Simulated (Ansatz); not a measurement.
**GaH5Se (SMILES [GaH3-][SeH2+]): density, localisation and related maps**

```xyz
7

Ga   -0.8046   -0.6649   -0.5542
Se    0.7758    0.5918    1.2577
H    -0.3674   -2.1132   -0.1159
H    -2.1456   -0.0685    0.0174
H    -0.1834   -0.0397   -1.8587
H     2.0534    0.3563    0.5729
H     0.6718    1.9383    0.6808
```

Geometry: PBE0-D4/def2-TZVP.

Method: Ansatz 0.2.0, RKS PBE0-D4/def2-TZVPP.

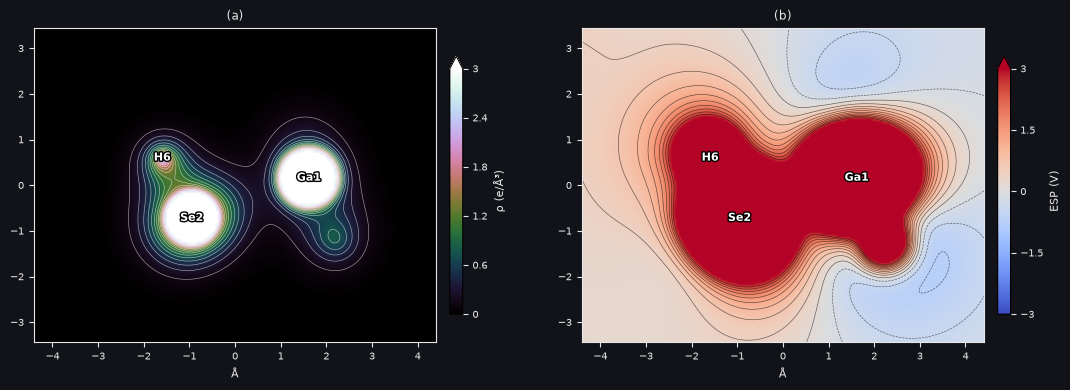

Figure 1. (a) total electron density; (b) molecular electrostatic potential on the plane of atoms Ga1, Se2 and H6.

**What do the fields say about this system?**

The plane passes through Ga, Se and H nuclei. Ga–Se (2.71 Å): ρ at the midpoint is about 0.31 e/Å³, with its minimum of 0.26 e/Å³ about 1.2 Å from Ga. Se–H (1.47 Å): the density is about 1.4 e/Å³ at the midpoint. Outside the dense part of the molecule the potential is most negative (−0.8 V) near H4, which lies off the plane.

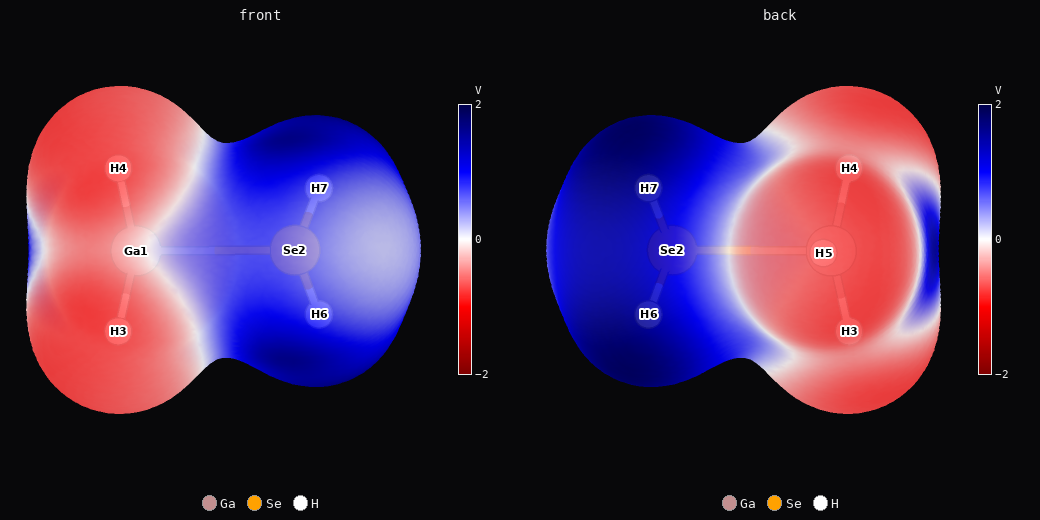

Figure 2. The molecular electrostatic potential painted on the density surface at 0.002 e/bohr³, seen from the front and from behind; red is negative and blue positive.

**Where is the surface potential most negative and most positive?**

The most negative region (about −0.8 V, or −18 kcal/mol for a unit charge) lies over H3, H4 and H5, the most positive (about +1.9 V, or +44 kcal/mol for a unit charge) over H6 and H7.

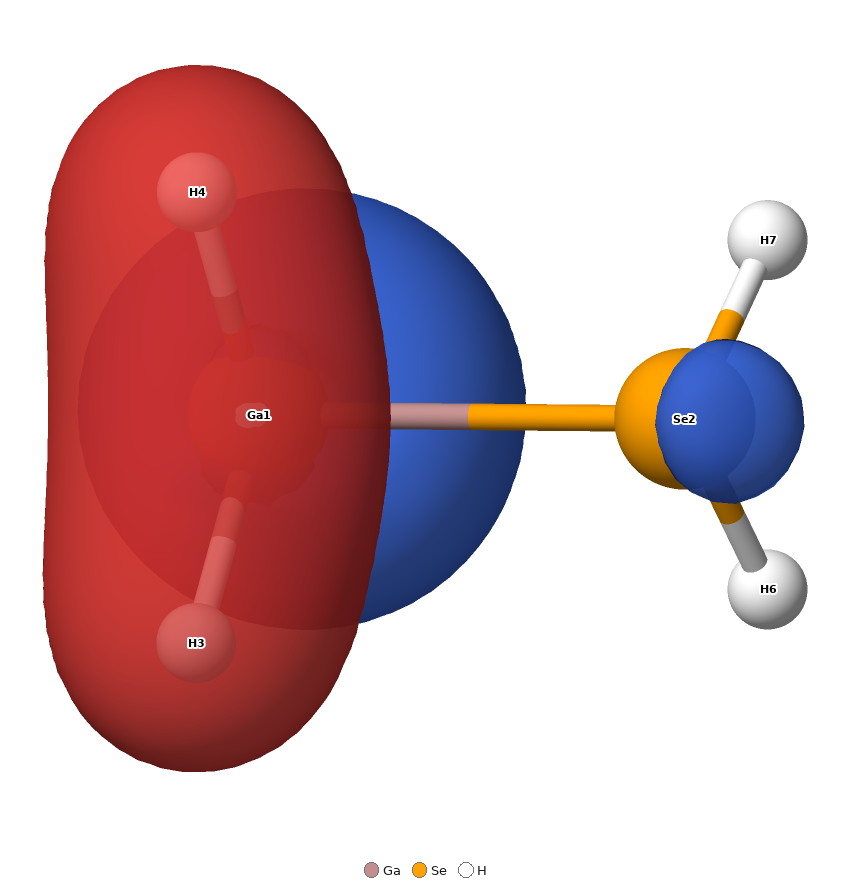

Figure 3. The HOMO at ±0.1 Å⁻³ᐟ² (blue and red are the two phases), seen across its widest extent.

**What is the character of this orbital?**

By Hirshfeld shares it lies mainly on H5 (about 40 %), Ga1 (about 40 %), H4 (about 10 %) and H3 (about 10 %). Its energy is −7.89 eV.
